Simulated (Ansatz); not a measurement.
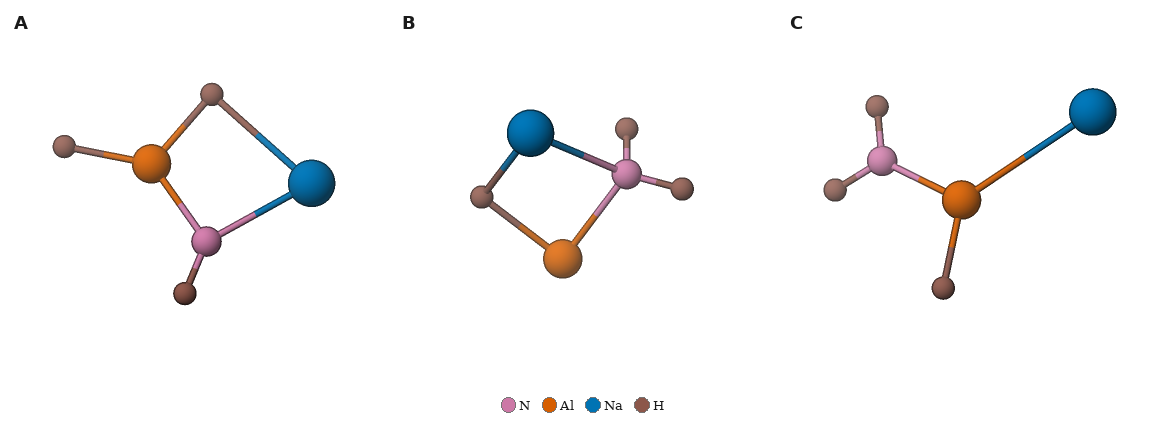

3 stationary structures of one formula. Geometries: PBE-D4/def2-SVP. Electronic energies: PBE-D4/def2-SVP (Ansatz 0.2.0), without zero-point energy. No frequency run is at hand to confirm each as a minimum.

### Which structure is the most stable?

A is lowest (Cs); C lies 1.1 kJ/mol above it (Cs), B lies 24.1 kJ/mol above it (C1).
